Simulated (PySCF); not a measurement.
**Geometry relaxation, with input and output: C2H13NOSi3 (part 1 of 2)**

The run: geometry relaxation of C2H13NOSi3. Method and program: PBE0-D3(BJ)/def2-SVP geometry optimisation, gas phase (PySCF 2.14.0).

It belongs to a series of runs on one base structure; here: constitutional isomer.

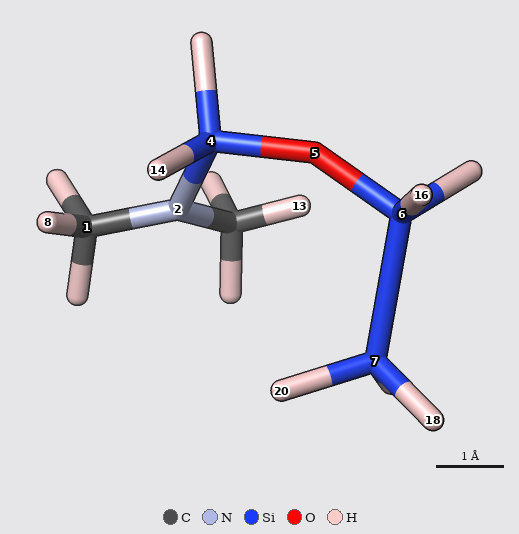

Figure 1. The structure as given in the input (stick view, seen at a tilt; atoms are numbered from 1 in the order of the input).

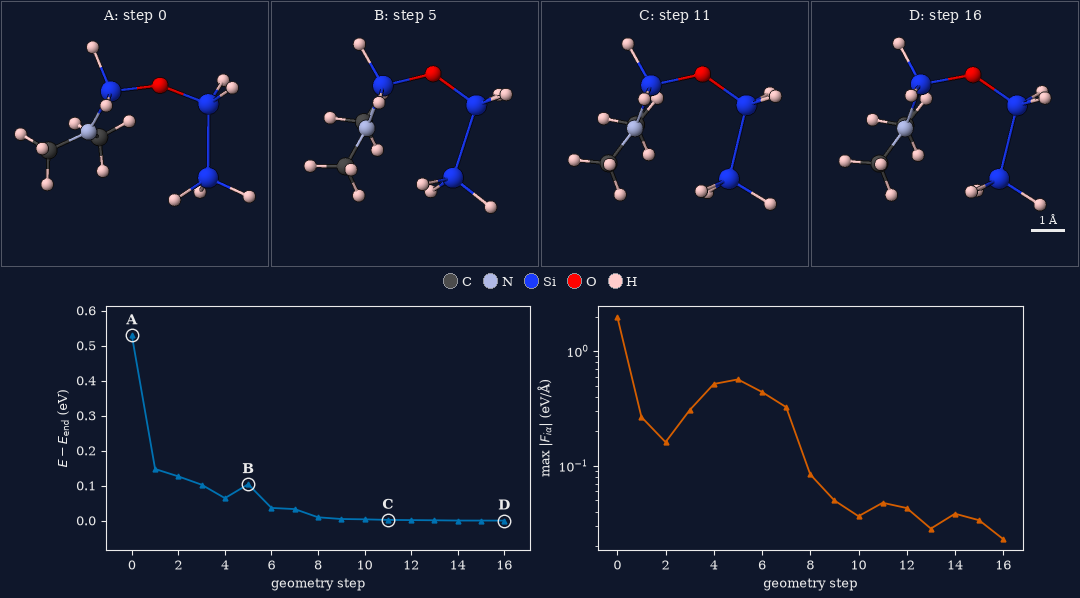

Figure 2. Frames of the relaxation (ball-and-stick view, seen at a tilt) above the curves, on which the letters mark them (steps are counted from 0).

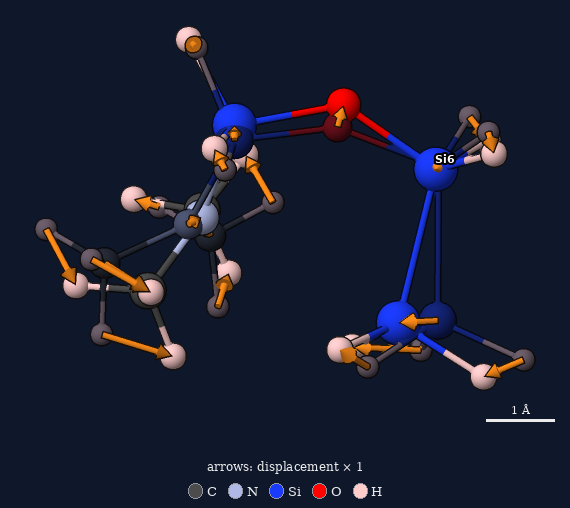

Figure 3. Start (faint) and end (solid) with the displacements as orange arrows, at true length (ball-and-stick view, seen at a tilt). The two geometries are laid on each other by the best rigid fit. H10 moves most after the best rigid fit: 1.11 Å. By element the largest moves are H 1.11 Å, C 0.77 Å, Si 0.62 Å, O 0.34 Å, N 0.27 Å. Distances before and after: Si4–O5 1.585 → 1.663 Å, Si6–Si7 2.298 → 2.349 Å, Si7–H18 1.450 → 1.499 Å, O5–Si6 1.621 → 1.669 Å. Among the angles that change: Si4–O5–Si6 151.8° → 134.9°, Si7–Si6–H16 115.3° → 109.2°, O5–Si6–H17 102.7° → 108.7°. The energy falls by 0.529 eV in 16 geometry steps. The largest force component goes from 2 to 0.023 eV/Å. (Atoms are counted from 1 in the order of the input.)

These pictures come from the run below.

Input
```
{"job": {"xc": "PBE0", "basis": "def2-SVP", "d3": "d3bj", "grid": 1, "shake": 0.01, "kind": "geom"}, "charge": 0, "multiplicity": 1}
C     -2.242230     1.350590    -0.126810
N     -1.120870     0.639020     0.334990
C     -0.136970     1.500870     0.914460
Si    -1.206100    -1.019260     0.734590
O      0.256410    -1.615330     0.871400
Si     1.745260    -1.892460     0.294360
Si     2.248680    -0.471260    -1.439900
H     -2.931510     0.704270    -0.639410
H     -2.802130     1.868430     0.712000
H     -1.950490     2.148410    -0.825780
H      0.263310     2.189740     0.175760
H     -0.523930     2.098470     1.754230
H      0.675630     0.912600     1.295590
H     -1.933490    -1.650670    -0.384730
H     -1.833260    -1.366960     2.038520
H      1.731110    -3.309540    -0.044930
H      2.592370    -1.720740     1.488600
H      3.261440    -1.031210    -2.313570
H      2.779530     0.818590    -1.000120
H      1.076240    -0.138170    -2.304320
```

The first line tells a small driver script what to run in PySCF; the rest is the geometry in Å.

Launched with:
```bash
OMP_NUM_THREADS=1 python <driver script> task.json out
```

What the program printed
```
step   0  E = -1081.52215341  max force = 0.038717
step   1  E = -1081.53617733  max force = 0.005184
step   2  E = -1081.53695306  max force = 0.003134
step   3  E = -1081.53782510  max force = 0.005958
step   4  E = -1081.53923700  max force = 0.010065
step   5  E = -1081.53777683  max force = 0.011036
step   6  E = -1081.54026201  max force = 0.008568
step   7  E = -1081.54038335  max force = 0.006323
step   8  E = -1081.54124482  max force = 0.001637
step   9  E = -1081.54142407  max force = 0.000973
step  10  E = -1081.54145905  max force = 0.000708
step  11  E = -1081.54151991  max force = 0.000928
step  12  E = -1081.54153986  max force = 0.000834
step  13  E = -1081.54155884  max force = 0.000552
step  14  E = -1081.54158604  max force = 0.000745
step  15  E = -1081.54158953  max force = 0.000654
step  16  E = -1081.54159128  max force = 0.000447
optimisation converged
```

Trajectory as extended XYZ (Å, eV, eV/Å), 17 frames, from step=0 to step=16
```
20
Properties=species:S:1:pos:R:3:forces:R:3 step=0 energy=-29429.71681
C    -2.2422    1.3506   -0.1268   -0.7904   1.2047   0.5615
N    -1.1209    0.6390    0.3350    0.7051   0.2466   0.2093
C    -0.1370    1.5009    0.9145   -0.3522  -0.0771   0.2291
Si   -1.2061   -1.0193    0.7346   -1.9909   0.1429   0.0059
O     0.2564   -1.6153    0.8714    0.8161  -0.3042   0.5069
Si    1.7453   -1.8925    0.2944    0.4933  -0.2882   0.4796
Si    2.2487   -0.4713   -1.4399   -0.4720   0.4106  -0.4698
H    -2.9315    0.7043   -0.6394   -0.6755  -0.5433  -0.4483
H    -2.8021    1.8684    0.7120    0.2167  -0.3068  -0.5066
H    -1.9505    2.1484   -0.8258    0.0581   0.1136  -0.1982
H     0.2633    2.1897    0.1758    0.2396   0.4290  -0.4381
H    -0.5239    2.0985    1.7542   -0.1554   0.1734   0.1829
H     0.6756    0.9126    1.2956    0.8593  -0.4364   0.3629
H    -1.9335   -1.6507   -0.3847   -0.3494  -0.1577  -0.1814
H    -1.8333   -1.3670    2.0385   -0.2770   0.0779   0.1175
H     1.7311   -3.3095   -0.0449    0.3269  -0.6901  -0.4827
H     2.5924   -1.7207    1.4886    0.6347   0.1087   0.0808
H     3.2614   -1.0312   -2.3136    0.6688  -0.4817  -0.5083
H     2.7795    0.8186   -1.0001    0.2101   0.5429   0.4139
H     1.0762   -0.1382   -2.3043   -0.1660  -0.1648   0.0831
20
Properties=species:S:1:pos:R:3:forces:R:3 step=1 energy=-29430.09842
C    -2.2651    1.3969   -0.1591    0.0606  -0.1216  -0.0298
N    -1.1326    0.6739    0.3724   -0.1483   0.0557  -0.0482
C    -0.1375    1.5141    0.9873    0.0968   0.0201   0.0017
Si   -1.2730   -1.0059    0.7647    0.2666  -0.0422  -0.0077
O     0.2626   -1.6316    0.8949   -0.1157  -0.0413   0.0602
Si    1.7892   -1.9361    0.3076   -0.1226   0.0556  -0.0366
Si    2.2559   -0.4940   -1.4874   -0.0126   0.0046  -0.0216
H    -2.9489    0.7208   -0.7005    0.0687   0.0053   0.0504
H    -2.8556    1.9134    0.6242   -0.0024   0.0021   0.0196
H    -1.9345    2.1683   -0.8757    0.0304   0.0312  -0.0547
H     0.2938    2.2174    0.2481   -0.0194  -0.0260   0.0451
H    -0.5394    2.1192    1.8244   -0.0173   0.0172   0.0138
H     0.6925    0.9096    1.3865   -0.0514   0.0066  -0.0303
H    -2.0657   -1.6496   -0.3270    0.0402   0.0218  -0.0036
H    -1.9565   -1.2874    2.0676    0.1020  -0.0428   0.0040
H     1.8982   -3.3598   -0.1488   -0.0609   0.0450   0.0552
H     2.7972   -1.7155    1.3934   -0.0840  -0.0439   0.0130
H     3.3020   -1.0856   -2.3831   -0.0159   0.0219   0.0215
H     2.7603    0.8222   -0.9833   -0.0395   0.0127  -0.0234
H     1.0059   -0.2721   -2.2784    0.0246   0.0180  -0.0287
20
Properties=species:S:1:pos:R:3:forces:R:3 step=2 energy=-29430.11952
C    -2.2064    1.3746   -0.2129    0.0776   0.0236  -0.0391
N    -1.1007    0.6669    0.3816   -0.0653  -0.0525   0.0258
C    -0.1143    1.5041    1.0158   -0.0370   0.0527   0.0281
Si   -1.2614   -1.0059    0.7955    0.1393  -0.0204  -0.0863
O     0.2607   -1.6428    0.9286   -0.0867  -0.0828   0.1611
Si    1.7690   -1.9334    0.3062   -0.0213   0.0687  -0.0754
Si    2.1770   -0.4564   -1.4808   -0.0074  -0.0089  -0.0069
H    -2.8632    0.6776   -0.7573    0.0024   0.0040   0.0100
H    -2.8281    1.9126    0.5315    0.0026   0.0100  -0.0093
H    -1.8455    2.1235   -0.9417   -0.0056  -0.0004  -0.0079
H     0.3520    2.1897    0.2837   -0.0078  -0.0041   0.0033
H    -0.5359    2.1276    1.8305    0.0000   0.0015  -0.0028
H     0.6900    0.8915    1.4498   -0.0056  -0.0039  -0.0025
H    -2.0429   -1.6498   -0.3019   -0.0238   0.0212  -0.0042
H    -1.9381   -1.2895    2.0991    0.0504   0.0030   0.0178
H     1.8614   -3.3516   -0.1595   -0.0168  -0.0021  -0.0001
H     2.7801   -1.7296    1.3881    0.0061  -0.0221   0.0014
H     3.2178   -1.0148   -2.4008    0.0119   0.0108   0.0046
H     2.6617    0.8652   -0.9731   -0.0253   0.0093  -0.0029
H     0.9153   -0.2413   -2.2545    0.0123  -0.0076  -0.0146
20
Properties=species:S:1:pos:R:3:forces:R:3 step=3 energy=-29430.14325
C    -2.0540    1.3503   -0.3154   -0.0588  -0.0231  -0.1832
N    -1.0356    0.6445    0.4125    0.0176   0.1299   0.1083
C    -0.1284    1.5147    1.1183   -0.0236  -0.0820   0.1422
Si   -1.2232   -1.0226    0.8429   -0.1456   0.0964  -0.1719
O     0.2762   -1.6812    0.9962    0.0140  -0.1522   0.3064
Si    1.7500   -1.9359    0.2966    0.1461   0.0754  -0.1533
Si    2.0163   -0.4286   -1.5000   -0.0149  -0.0065   0.0271
H    -2.6570    0.6411   -0.9001   -0.0812   0.0088  -0.0513
H    -2.7428    1.9227    0.3394    0.0258   0.0029  -0.0099
H    -1.6032    2.0675   -1.0288   -0.0235  -0.0374   0.0419
H     0.4058    2.1817    0.4189    0.0134   0.0122  -0.0394
H    -0.6396    2.1591    1.8634    0.0029  -0.0288  -0.0204
H     0.6273    0.9218    1.6518    0.0729  -0.0006   0.0463
H    -1.9846   -1.6545   -0.2743   -0.0774   0.0292   0.0058
H    -1.9048   -1.3074    2.1407   -0.0080   0.0533   0.0288
H     1.8357   -3.3492   -0.1754    0.0180  -0.0443  -0.0551
H     2.7919   -1.7318    1.3453    0.0902   0.0097  -0.0278
H     3.0541   -0.9220   -2.4574    0.0397  -0.0014  -0.0041
H     2.4379    0.9194   -1.0072   -0.0047   0.0035   0.0213
H     0.7266   -0.2712   -2.2395   -0.0029  -0.0450  -0.0116
20
Properties=species:S:1:pos:R:3:forces:R:3 step=4 energy=-29430.18167
C    -1.7630    1.2868   -0.4974    0.0216   0.2100  -0.1471
N    -0.9241    0.6275    0.4621    0.0647  -0.0914   0.2526
C    -0.1477    1.5050    1.3069   -0.2160   0.0310   0.0057
Si   -1.1667   -1.0287    0.9087   -0.5176   0.2277  -0.2715
O     0.3001   -1.7228    1.1139    0.2217  -0.3607   0.4820
Si    1.7126   -1.9045    0.2826    0.2989   0.0621  -0.2629
Si    1.7088   -0.3808   -1.5269   -0.0162   0.0255   0.0893
H    -2.2521    0.5450   -1.1424   -0.0646  -0.0223  -0.0645
H    -2.5555    1.9075   -0.0316    0.0279  -0.0020  -0.0069
H    -1.1642    1.9512   -1.1525   -0.0549  -0.0439   0.0492
H     0.5154    2.1464    0.7030    0.0688   0.0402  -0.0454
H    -0.7819    2.1745    1.9243    0.0285  -0.0370  -0.0157
H     0.4857    0.9182    1.9861    0.0579  -0.0214   0.0458
H    -1.8983   -1.6318   -0.2436   -0.0983  -0.0128   0.0316
H    -1.8782   -1.2930    2.1913   -0.0666   0.1041   0.0291
H     1.8201   -3.3121   -0.1973    0.0274  -0.0618  -0.0877
H     2.8224   -1.6620    1.2482    0.1364   0.0523  -0.0710
H     2.7422   -0.7547   -2.5406    0.0591  -0.0084  -0.0107
H     1.9942    1.0106   -1.0591    0.0322   0.0016   0.0221
H     0.3787   -0.3640   -2.2080   -0.0110  -0.0929  -0.0238
20
Properties=species:S:1:pos:R:3:forces:R:3 step=5 energy=-29430.14194
C    -1.4180    1.2382   -0.6338   -0.1982   0.2497  -0.0258
N    -0.8184    0.5978    0.5026   -0.0099  -0.0169   0.2042
C    -0.2211    1.4996    1.4625   -0.1192  -0.0531  -0.0602
Si   -1.1145   -1.0517    0.9486   -0.5675   0.2681  -0.2297
O     0.3318   -1.7773    1.2202    0.2089  -0.4106   0.3937
Si    1.6811   -1.8599    0.2610    0.3063   0.0466  -0.2408
Si    1.3895   -0.3561   -1.5408    0.1594   0.0146   0.0803
H    -1.7915    0.4853   -1.3397   -0.0763   0.0084  -0.0456
H    -2.2653    1.8991   -0.3610    0.0267  -0.0051   0.0258
H    -0.6741    1.8584   -1.1731   -0.0991  -0.0321   0.0471
H     0.5512    2.1272    0.9868    0.0739   0.0306  -0.0395
H    -0.9651    2.1809    1.9228    0.0295  -0.0351  -0.0153
H     0.2652    0.9304    2.2676    0.0352   0.0066   0.0521
H    -1.8177   -1.6353   -0.2314   -0.0664  -0.0453   0.0465
H    -1.8705   -1.2711    2.2122   -0.0755   0.1189   0.0085
H     1.8543   -3.2579   -0.2312    0.0075  -0.0460  -0.0624
H     2.8530   -1.5300    1.1219    0.1127   0.0692  -0.0797
H     2.4322   -0.5874   -2.5883    0.0600  -0.0207  -0.0187
H     1.4918    1.0661   -1.0895    0.1163  -0.0251  -0.0277
H     0.0546   -0.5381   -2.1896    0.0755  -0.1227  -0.0130
20
Properties=species:S:1:pos:R:3:forces:R:3 step=6 energy=-29430.20957
C    -1.5932    1.2687   -0.5701   -0.0230   0.1570  -0.0804
N    -0.8720    0.6105    0.4837    0.0243  -0.0374   0.1817
C    -0.1841    1.4967    1.3948   -0.1374  -0.0176  -0.0246
Si   -1.1425   -1.0435    0.9268   -0.4406   0.2348  -0.2153
O     0.3183   -1.7529    1.1754    0.1883  -0.3525   0.3658
Si    1.7029   -1.8797    0.2738    0.2223   0.0624  -0.2051
Si    1.5460   -0.3712   -1.5385    0.0224   0.0349   0.0777
H    -2.0279    0.5277   -1.2544   -0.0477  -0.0154  -0.0435
H    -2.4166    1.9104   -0.1966    0.0230  -0.0024   0.0062
H    -0.9167    1.9127   -1.1661   -0.0480  -0.0308   0.0338
H     0.5391    2.1324    0.8557    0.0545   0.0225  -0.0328
H    -0.8781    2.1706    1.9370    0.0234  -0.0264  -0.0092
H     0.3779    0.9162    2.1406    0.0346  -0.0038   0.0368
H    -1.8595   -1.6384   -0.2395   -0.0609  -0.0263   0.0390
H    -1.8854   -1.2750    2.1974   -0.0469   0.0834   0.0137
H     1.8531   -3.2830   -0.2126    0.0056  -0.0358  -0.0540
H     2.8520   -1.5815    1.1774    0.0961   0.0496  -0.0671
H     2.5884   -0.6767   -2.5675    0.0503  -0.0076  -0.0068
H     1.7372    1.0420   -1.0874    0.0404  -0.0001   0.0018
H     0.2096   -0.4679   -2.2021    0.0195  -0.0887  -0.0176
```
